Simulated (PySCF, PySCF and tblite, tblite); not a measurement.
**C₂H₁₁OPSi₃: a path driven as pyramidal inversion, and NMR exchange, part 1 of 2**

Aim: the barrier and rate of pyramidal inversion in C₂H₁₁OPSi₃ (`C[C@@H]1[SiH2]O[SiH2]P[SiH2]1`), and what it does to NMR lines.

Programs: PySCF 2.14.0 with density-fitted response routines of our own, and tblite 0.8.0. All values are computed, except where a source is named. Atoms count from 0 throughout.

## 1. The starting structure

18 atoms, charge 0, multiplicity 1; geometry from: force field or distance geometry start.

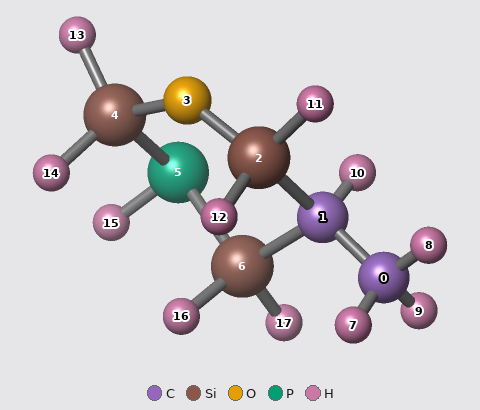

The starting geometry (carbon purple, silicon brown, oxygen amber, phosphorus teal, hydrogen pink), atoms numbered.

## 2. GFN2-xTB relaxation, start minimum

Job settings and geometry (Å):

```
{"job": {"xc": "GFN2-xTB", "basis": "xTB", "kind": "relax"}, "charge": 0, "multiplicity": 1}
C     -2.535000    -0.176400    -0.401000
C     -1.045200    -0.224300    -0.701800
Si    -0.100900    -1.537300     0.298400
O      1.530500    -1.442400     0.045100
Si     2.673900    -0.252000     0.067500
P      1.894500     1.347900    -1.254200
Si    -0.112100     1.359500    -0.322100
H     -2.748300     0.054200     0.657500
H     -3.020200    -1.132700    -0.636000
H     -3.036400     0.598800    -0.999900
H     -0.920500    -0.458400    -1.759300
H     -0.590600    -2.882000    -0.102400
H     -0.396100    -1.363700     1.751200
H      3.971900    -0.753500    -0.460100
H      2.827300     0.295600     1.433000
H      2.447000     2.453700    -0.550300
H     -0.003400     1.627200     1.140300
H     -0.845100     2.491900    -0.920300
```

On the command line:

```sh
$ OMP_NUM_THREADS=1 python ens_run.py task.json out
```

This one command runs the whole study; its stages follow in the order run.

Output:

```text
step      E/eV     max force
  0    -592.26577    1.225
  1    -592.32917    0.632
  2    -592.37055    0.426
  3    -592.38709    0.406
  4    -592.43674    0.384
  5    -592.45789    0.333
  6    -592.47465    0.255
  7    -592.48458    0.207
  8    -592.49403    0.221
  9    -592.50100    0.207
 10    -592.50685    0.170
 11    -592.51194    0.201
 12    -592.51605    0.167
 13    -592.51892    0.123
 14    -592.52102    0.111
 15    -592.52274    0.115
 16    -592.52429    0.101
 17    -592.52563    0.077
 18    -592.52679    0.082
 19    -592.52790    0.101
 20    -592.52905    0.096
 21    -592.53029    0.078
 22    -592.53161    0.080
 23    -592.53288    0.080
 24    -592.53401    0.096
 25    -592.53501    0.079
 26    -592.53593    0.073
 27    -592.53683    0.072
 28    -592.53775    0.068
 29    -592.53866    0.078
 30    -592.53948    0.075
 31    -592.54014    0.060
 32    -592.54066    0.064
 33    -592.54114    0.058
 34    -592.54165    0.055
 35    -592.54213    0.052
 36    -592.54254    0.042
 37    -592.54289    0.047
 38    -592.54325    0.062
 39    -592.54360    0.063
 40    -592.54386    0.044
 41    -592.54401    0.026
 42    -592.54414    0.027
 43    -592.54431    0.041
 44    -592.54454    0.048
 45    -592.54475    0.042
 46    -592.54489    0.022
 47    -592.54498    0.021
 48    -592.54508    0.033
 49    -592.54521    0.039
 50    -592.54535    0.032
 51    -592.54548    0.030
 52    -592.54559    0.026
 53    -592.54567    0.027
 54    -592.54573    0.020
 55    -592.54577    0.015
 56    -592.54580    0.016
 57    -592.54584    0.018
 58    -592.54589    0.021
 59    -592.54593    0.018
 60    -592.54596    0.018
 61    -592.54599    0.014
 62    -592.54602    0.016
 63    -592.54605    0.011
 64    -592.54606    0.010
 65    -592.54608    0.009
 66    -592.54610    0.015
 67    -592.54612    0.015
 68    -592.54613    0.009
 69    -592.54614    0.005
 70    -592.54615    0.006
 71    -592.54615    0.007
 72    -592.54616    0.007
 73    -592.54617    0.007
 74    -592.54618    0.007
 75    -592.54618    0.005
 76    -592.54619    0.006
 77    -592.54620    0.008
 78    -592.54621    0.008
 79    -592.54622    0.010
 80    -592.54623    0.011
 81    -592.54625    0.010
 82    -592.54627    0.011
 83    -592.54628    0.009
 84    -592.54629    0.006
 85    -592.54630    0.006
 86    -592.54630    0.008
 87    -592.54631    0.009
 88    -592.54632    0.009
 89    -592.54633    0.007
 90    -592.54634    0.005
 91    -592.54634    0.005
 92    -592.54634    0.005
 93    -592.54635    0.004
 94    -592.54635    0.003
 95    -592.54635    0.003
```

Wall time 0.9 s (1 thread of Arm Neoverse V1, shared host).

Relaxing gained 0.281 eV and moved the atoms by 0.18 Å on average (rms).

## 3. Relaxed scan, inversion

Job settings and geometry (Å):

```
{"job": {"xc": "GFN2-xTB", "basis": "xTB", "coordinate": [["t", [15, 4, 6, 5], 0.3333333333333333], ["t", [4, 6, 15, 5], 0.3333333333333333], ["t", [6, 15, 4, 5], 0.3333333333333333]], "kind": "drive"}, "charge": 0, "multiplicity": 1}
C     -2.497435    -0.170762    -0.360387
C     -0.999041    -0.199234    -0.652213
Si    -0.115935    -1.577186     0.324113
O      1.495748    -1.382180     0.216723
Si     2.668693    -0.266719     0.084533
P      1.888362     1.391335    -1.196766
Si    -0.189985     1.506497    -0.373073
H     -2.681377     0.066296     0.684553
H     -2.951672    -1.137940    -0.569400
H     -2.999405     0.579926    -0.967845
H     -0.870646    -0.425738    -1.717077
H     -0.327997    -2.904372    -0.247171
H     -0.453716    -1.496506     1.746678
H      3.750438    -0.966144    -0.599837
H      3.020642     0.138323     1.446738
H      2.406463     2.429699    -0.450114
H     -0.262176     1.870259     1.053114
H     -0.889720     2.550766    -1.136786
```

Output:

```text
point  coordinate     E/eV
  0     39.600     -592.43191
  1     27.600     -592.18103
  2     14.300     -591.93470
  3      0.100     -591.83038
  4    -14.000     -591.91846
  5    -27.500     -592.15186
  6    -39.500     -592.39619
  7    -49.300     -592.49961
```

It took 2.8 s on 1 thread of Arm Neoverse V1, shared host.

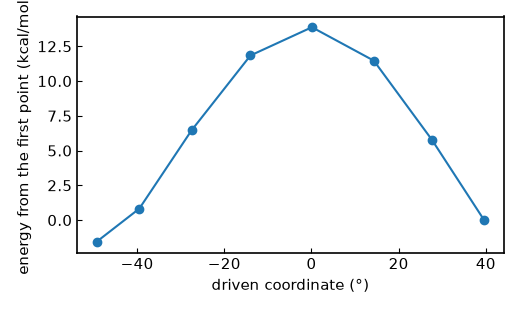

Energy along the scan.

## 4. Nudged elastic band, leg 1

The job, as its differences from that of step 3:

```diff
@@ -1,2 +1,2 @@
-{"job": {"xc": "GFN2-xTB", "basis": "xTB", "coordinate": [["t", [15, 4, 6, 5], 0.3333333333333333], ["t", [4, 6, 15, 5], 0.3333333333333333], ["t", [6, 15, 4, 5], 0.3333333333333333]], "kind": "drive"}, "charge": 0, "multiplicity": 1}
+{"job": {"xc": "GFN2-xTB", "basis": "xTB", "kind": "neb"}, "charge": 0, "multiplicity": 1}
 C     -2.497435    -0.170762    -0.360387
```

Output:

```text
image   E - E0 / eV
  0       0.0000
  1       0.0323
  2       0.7187
  3       0.0958
  4       0.0464
  5       0.0374
  6       0.0296
```

Run time: 3.1 s. Hardware: 1 thread of Arm Neoverse V1, shared host; peak memory 0.19 GiB.

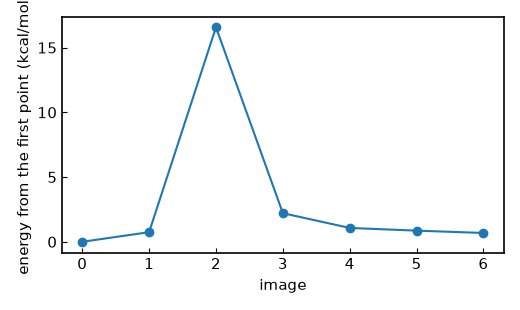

Energy along the band.

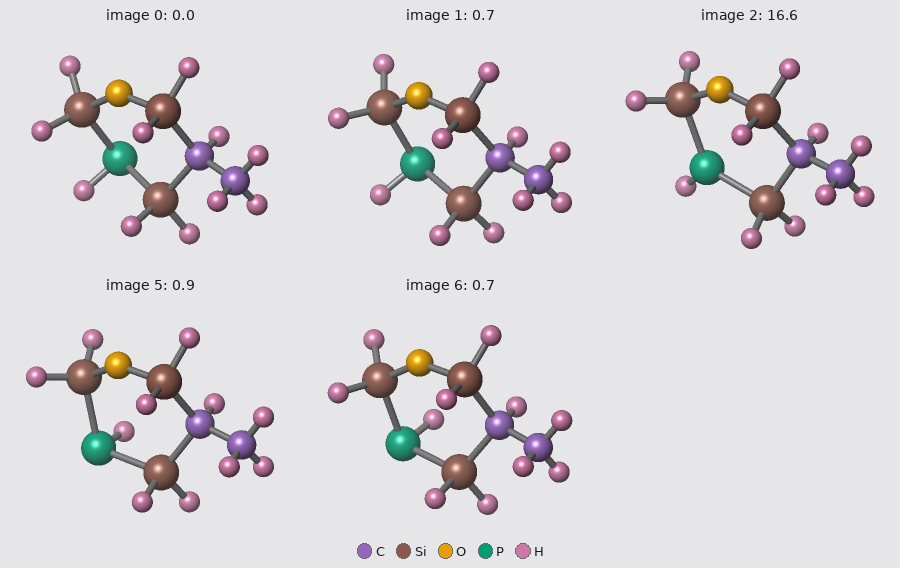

Images along the band, with energies in kcal/mol.

## 5. Saddle search, leg 1

Job settings and geometry (Å):

```
{"job": {"xc": "GFN2-xTB", "basis": "xTB", "kind": "saddle"}, "charge": 0, "multiplicity": 1}
C     -2.499309    -0.247064    -0.276457
C     -0.985022    -0.150742    -0.462979
Si    -0.090948    -1.476472     0.577411
O      1.524881    -1.397089     0.453146
Si     2.794272    -0.408660     0.232288
P      1.823859     1.501840    -0.195920
Si    -0.369837     1.631813    -0.155629
H     -2.772751    -0.030911     0.753590
H     -2.854561    -1.248483    -0.511954
H     -3.020743     0.460080    -0.918911
H     -0.764156    -0.372091    -1.513121
H     -0.375452    -2.818245     0.069698
H     -0.408482    -1.313011     1.997055
H      3.512574    -0.946198    -0.919012
H      3.555908    -0.431439     1.480354
H      2.590784     2.566361    -0.522041
H     -0.870901     2.133467     1.136409
H     -0.790119     2.546843    -1.223926
```

Output:

```text
step      E/eV     max force
  0    -591.82770   0.0385
  1    -591.83187   0.0442
  2    -591.83305   0.0317
  3    -591.83323   0.0185
  4    -591.83321   0.0124
  5    -591.83324   0.0024
lowest wavenumbers (cm-1): -471.3 62.1 73.0 117.0 161.7 192.7
```

Wall time 5.8 s (1 thread of Arm Neoverse V1, shared host); peak memory 0.19 GiB.

Point group C1; 1 imaginary mode, 471i cm⁻¹, carried by H15, P5. Steps downhill from it reached both ends.

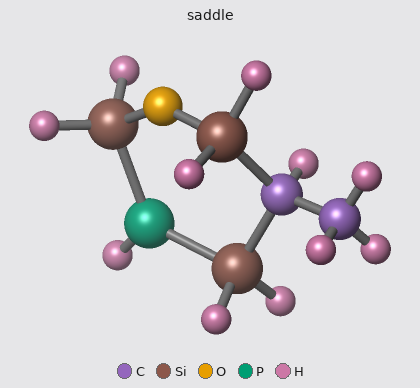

The saddle point.

## 6. Shieldings, start: revPBE/pcSseg-1

Job settings and geometry (Å):

```
{"job": {"kind": "nmr", "xc": "revPBE", "basis": "pcSseg-1", "pop": false}, "charge": 0, "multiplicity": 1}
C     -2.497435    -0.170762    -0.360387
C     -0.999041    -0.199234    -0.652213
Si    -0.115935    -1.577186     0.324113
O      1.495748    -1.382180     0.216723
Si     2.668693    -0.266719     0.084533
P      1.888362     1.391335    -1.196766
Si    -0.189985     1.506497    -0.373073
H     -2.681377     0.066296     0.684553
H     -2.951672    -1.137940    -0.569400
H     -2.999405     0.579926    -0.967845
H     -0.870646    -0.425738    -1.717077
H     -0.327997    -2.904372    -0.247171
H     -0.453716    -1.496506     1.746678
H      3.750438    -0.966144    -0.599837
H      3.020642     0.138323     1.446738
H      2.406463     2.429699    -0.450114
H     -0.262176     1.870259     1.053114
H     -0.889720     2.550766    -1.136786
```

Output:

```text
coarse grid: 16576 points
cycle   1  E = -1367.3636579679  dE =  5.794e-01  |g| = 9.734e-01  |ddm| = 4.015e+00
cycle   2  E = -1366.5602256166  dE =  8.034e-01  |g| = 2.156e+00  |ddm| = 3.453e+00
cycle   3  E = -1367.5296338995  dE = -9.694e-01  |g| = 2.865e-01  |ddm| = 2.996e+00
cycle   4  E = -1367.5452195505  dE = -1.559e-02  |g| = 1.460e-01  |ddm| = 4.719e-01
cycle   5  E = -1367.5502552250  dE = -5.036e-03  |g| = 3.812e-02  |ddm| = 1.822e-01
cycle   6  E = -1367.5506490123  dE = -3.938e-04  |g| = 1.390e-02  |ddm| = 6.750e-02
cycle   7  E = -1367.5506986632  dE = -4.965e-05  |g| = 3.240e-03  |ddm| = 2.147e-02
cycle   8  E = -1367.5507016229  dE = -2.960e-06  |g| = 6.895e-04  |ddm| = 5.408e-03
final grid: 140424 points
cycle   9  E = -1367.6195205528  dE = -1.719e-05  |g| = 1.707e-02  |ddm| = 4.064e-02
cycle  10  E = -1367.6193316327  dE =  1.889e-04  |g| = 3.487e-02  |ddm| = 4.401e-02
cycle  11  E = -1367.6195755622  dE = -2.439e-04  |g| = 2.882e-03  |ddm| = 3.179e-02
cycle  12  E = -1367.6195770869  dE = -1.525e-06  |g| = 8.967e-04  |ddm| = 3.699e-03
cycle  13  E = -1367.6195773023  dE = -2.155e-07  |g| = 1.785e-04  |ddm| = 1.333e-03
cycle  14  E = -1367.6195773096  dE = -7.276e-09  |g| = 5.506e-05  |ddm| = 2.090e-04
cycle  15  E = -1367.6195773104  dE = -7.508e-10  |g| = 9.477e-06  |ddm| = 7.428e-05
converged SCF energy = -1367.6195773104

GIAO shielding tensors (ppm)
atom      isotropic    diamagn.    paramagn.     s11        s22        s33       span
  0 C      170.667     244.485     -73.818    161.495    163.214    187.292     25.797
  1 C      176.443     258.782     -82.339    162.159    176.364    190.807     28.648
  2 Si     356.951     881.622    -524.671    319.631    347.161    404.061     84.430
  3 O      292.655     400.667    -108.013    185.121    324.965    367.877    182.756
  4 Si     358.863     880.465    -521.602    315.526    347.295    413.769     98.243
  5 P      628.406     970.619    -342.213    545.068    611.245    728.906    183.839
  6 Si     385.132     883.008    -497.877    356.445    366.458    432.492     76.047
  7 H       30.903      30.226       0.678     26.586     29.034     37.090     10.505
  8 H       30.508      28.722       1.786     25.173     28.120     38.230     13.057
  9 H       30.446      28.945       1.500     25.624     28.364     37.349     11.726
 10 H       31.096      34.211      -3.116     26.310     30.655     36.321     10.011
 11 H       26.428      29.905      -3.478     22.349     24.894     32.040      9.691
 12 H       26.667      30.883      -4.215     23.309     25.478     31.215      7.905
 13 H       26.053      28.345      -2.293     21.999     24.335     31.824      9.825
 14 H       25.682      29.307      -3.624     21.977     23.994     31.076      9.099
 15 H       31.190      31.482      -0.292     25.644     27.027     40.899     15.254
 16 H       26.925      31.620      -4.695     23.696     25.540     31.539      7.843
 17 H       27.087      30.751      -3.663     23.338     25.411     32.513      9.175
```

Run time: 53 s. Hardware: 1 thread of Arm Neoverse V1, shared host; peak memory 0.78 GiB.

This run: HOMO -6.06 eV, LUMO -1.12 eV; dipole 1.27 D.

## 7. Shieldings, saddle of leg 1: revPBE/pcSseg-1

Job settings and geometry (Å):

```
{"job": {"kind": "nmr", "xc": "revPBE", "basis": "pcSseg-1", "pop": false}, "charge": 0, "multiplicity": 1}
C     -2.492930    -0.261885    -0.320529
C     -0.975144    -0.154577    -0.456301
Si    -0.090985    -1.449287     0.629933
O      1.519066    -1.416823     0.423112
Si     2.784372    -0.430048     0.170812
P      1.814829     1.503349    -0.145529
Si    -0.378945     1.634607    -0.148176
H     -2.805263    -0.035933     0.696330
H     -2.831483    -1.269420    -0.556480
H     -2.998104     0.432508    -0.989882
H     -0.716257    -0.390729    -1.495012
H     -0.420682    -2.810029     0.210090
H     -0.354744    -1.199841     2.048429
H      3.449424    -0.958769    -1.017978
H      3.600261    -0.469460     1.381774
H      2.585342     2.593794    -0.356479
H     -0.881578     2.134916     1.142538
H     -0.807179     2.547626    -1.216652
```

Output:

```text
coarse grid: 16576 points
cycle   1  E = -1367.3383818794  dE =  6.475e-01  |g| = 9.689e-01  |ddm| = 4.064e+00
cycle   2  E = -1366.5890359746  dE =  7.493e-01  |g| = 2.103e+00  |ddm| = 3.459e+00
cycle   3  E = -1367.5037961975  dE = -9.148e-01  |g| = 2.817e-01  |ddm| = 3.005e+00
cycle   4  E = -1367.5199234649  dE = -1.613e-02  |g| = 1.312e-01  |ddm| = 4.748e-01
cycle   5  E = -1367.5237808453  dE = -3.857e-03  |g| = 4.020e-02  |ddm| = 1.588e-01
cycle   6  E = -1367.5242238082  dE = -4.430e-04  |g| = 1.335e-02  |ddm| = 7.182e-02
cycle   7  E = -1367.5242695712  dE = -4.576e-05  |g| = 2.546e-03  |ddm| = 1.897e-02
cycle   8  E = -1367.5242709753  dE = -1.404e-06  |g| = 7.876e-04  |ddm| = 2.727e-03
final grid: 140424 points
cycle   9  E = -1367.5931336175  dE = -1.850e-05  |g| = 1.676e-02  |ddm| = 3.702e-02
cycle  10  E = -1367.5929496320  dE =  1.840e-04  |g| = 3.433e-02  |ddm| = 4.348e-02
cycle  11  E = -1367.5931864680  dE = -2.368e-04  |g| = 2.711e-03  |ddm| = 3.180e-02
cycle  12  E = -1367.5931877912  dE = -1.323e-06  |g| = 9.053e-04  |ddm| = 3.721e-03
cycle  13  E = -1367.5931880088  dE = -2.175e-07  |g| = 1.935e-04  |ddm| = 1.316e-03
cycle  14  E = -1367.5931880171  dE = -8.330e-09  |g| = 5.116e-05  |ddm| = 2.089e-04
cycle  15  E = -1367.5931880178  dE = -6.585e-10  |g| = 1.040e-05  |ddm| = 6.972e-05
converged SCF energy = -1367.5931880178

GIAO shielding tensors (ppm)
atom      isotropic    diamagn.    paramagn.     s11        s22        s33       span
  0 C      171.779     244.697     -72.918    161.852    165.287    188.197     26.345
  1 C      175.476     259.405     -83.928    160.173    172.878    193.378     33.205
  2 Si     360.564     881.946    -521.381    324.233    352.562    404.897     80.664
  3 O      309.329     400.842     -91.513    227.310    326.551    374.126    146.816
  4 Si     367.734     880.771    -513.037    334.046    362.293    406.864     72.818
  5 P      660.409     975.006    -314.597    497.497    661.160    822.570    325.072
  6 Si     387.810     882.290    -494.480    352.955    376.470    434.005     81.050
  7 H       30.908      29.904       1.003     26.470     28.981     37.272     10.803
  8 H       30.501      28.950       1.551     25.349     28.185     37.970     12.622
  9 H       30.465      28.791       1.673     25.643     28.365     37.386     11.743
 10 H       30.857      35.084      -4.227     26.079     30.210     36.282     10.203
 11 H       26.499      30.223      -3.724     22.418     25.266     31.815      9.397
 12 H       26.572      31.069      -4.497     23.374     25.223     31.119      7.745
 13 H       25.511      28.731      -3.220     22.248     23.152     31.132      8.884
 14 H       25.459      28.035      -2.576     22.080     23.055     31.241      9.161
 15 H       31.305      32.022      -0.717     23.745     27.143     43.028     19.283
 16 H       26.521      30.417      -3.896     22.486     25.292     31.785      9.299
 17 H       26.425      29.982      -3.558     22.751     24.492     32.031      9.280
```

Run time: 52 s. Hardware: 1 thread of Arm Neoverse V1, shared host; peak memory 0.78 GiB.

Key values: HOMO -4.91 eV, LUMO -1.48 eV; dipole 1.13 D.

## 8. Shieldings, end: revPBE/pcSseg-1

Job settings and geometry (Å):

```
{"job": {"kind": "nmr", "xc": "revPBE", "basis": "pcSseg-1", "pop": false}, "charge": 0, "multiplicity": 1}
C     -2.460548    -0.155062    -0.448091
C     -0.942718    -0.118780    -0.622214
Si    -0.091768    -1.543612     0.312705
O      1.518187    -1.318695     0.265720
Si     2.700187    -0.202719     0.277738
P      1.987174     1.792530    -0.442278
Si    -0.220252     1.584839    -0.133871
H     -2.730999    -0.010074     0.594693
H     -2.862224    -1.114920    -0.768441
H     -2.940727     0.628370    -1.031366
H     -0.728451    -0.257794    -1.688650
H     -0.265565    -2.833292    -0.351491
H     -0.486555    -1.554308     1.721607
H      3.706847    -0.759804    -0.617768
H      3.133419    -0.062185     1.665142
H      1.958820     1.436475    -1.776391
H     -0.476822     1.854777     1.287277
H     -0.850692     2.631384    -0.952447
```

Output:

```text
coarse grid: 16576 points
cycle   1  E = -1367.3656592528  dE =  5.698e-01  |g| = 9.759e-01  |ddm| = 4.006e+00
cycle   2  E = -1366.5682734166  dE =  7.974e-01  |g| = 2.152e+00  |ddm| = 3.391e+00
cycle   3  E = -1367.5305226680  dE = -9.622e-01  |g| = 2.942e-01  |ddm| = 2.955e+00
cycle   4  E = -1367.5481687987  dE = -1.765e-02  |g| = 1.396e-01  |ddm| = 4.742e-01
cycle   5  E = -1367.5527547693  dE = -4.586e-03  |g| = 3.817e-02  |ddm| = 1.713e-01
cycle   6  E = -1367.5531408315  dE = -3.861e-04  |g| = 1.562e-02  |ddm| = 7.284e-02
cycle   7  E = -1367.5532060250  dE = -6.519e-05  |g| = 2.681e-03  |ddm| = 2.173e-02
cycle   8  E = -1367.5532077261  dE = -1.701e-06  |g| = 8.040e-04  |ddm| = 3.603e-03
final grid: 140424 points
cycle   9  E = -1367.6218776150  dE = -1.735e-05  |g| = 1.647e-02  |ddm| = 3.822e-02
cycle  10  E = -1367.6216993737  dE =  1.782e-04  |g| = 3.355e-02  |ddm| = 4.296e-02
cycle  11  E = -1367.6219294265  dE = -2.301e-04  |g| = 2.755e-03  |ddm| = 3.117e-02
cycle  12  E = -1367.6219308273  dE = -1.401e-06  |g| = 9.419e-04  |ddm| = 3.761e-03
cycle  13  E = -1367.6219310698  dE = -2.425e-07  |g| = 2.050e-04  |ddm| = 1.396e-03
cycle  14  E = -1367.6219310795  dE = -9.672e-09  |g| = 4.929e-05  |ddm| = 2.304e-04
cycle  15  E = -1367.6219310801  dE = -6.246e-10  |g| = 8.731e-06  |ddm| = 6.742e-05
converged SCF energy = -1367.6219310801

GIAO shielding tensors (ppm)
atom      isotropic    diamagn.    paramagn.     s11        s22        s33       span
  0 C      171.166     245.047     -73.880    162.377    163.584    187.538     25.161
  1 C      173.463     259.201     -85.738    158.342    171.722    190.325     31.982
  2 Si     359.827     881.704    -521.877    327.175    348.189    404.117     76.942
  3 O      282.050     401.653    -119.603    179.468    308.773    357.909    178.440
  4 Si     363.344     881.122    -517.779    300.564    357.841    431.627    131.063
  5 P      591.989     970.648    -378.658    553.356    589.936    632.677     79.321
  6 Si     386.673     883.123    -496.451    339.828    378.958    441.232    101.404
  7 H       31.046      30.332       0.715     26.744     29.149     37.246     10.502
  8 H       30.612      28.989       1.623     25.420     28.246     38.171     12.751
  9 H       30.554      29.191       1.363     25.943     28.451     37.267     11.324
 10 H       31.259      34.950      -3.691     26.696     30.792     36.289      9.593
 11 H       26.384      30.099      -3.715     22.322     24.949     31.881      9.560
 12 H       26.619      31.007      -4.388     23.307     25.416     31.134      7.827
 13 H       26.041      28.572      -2.532     21.907     24.423     31.792      9.886
 14 H       26.076      29.199      -3.123     21.723     24.764     31.741     10.019
 15 H       30.697      33.299      -2.602     26.110     27.783     38.197     12.087
 16 H       27.263      31.351      -4.088     23.871     26.033     31.885      8.014
 17 H       27.054      30.692      -3.639     22.861     25.841     32.459      9.598
```

It took 53 s on 1 thread of Arm Neoverse V1, shared host; peak memory 0.8 GiB.

This run: HOMO -5.96 eV, LUMO -1.02 eV; dipole 1.75 D.

(Continued in part 2 of 2.)
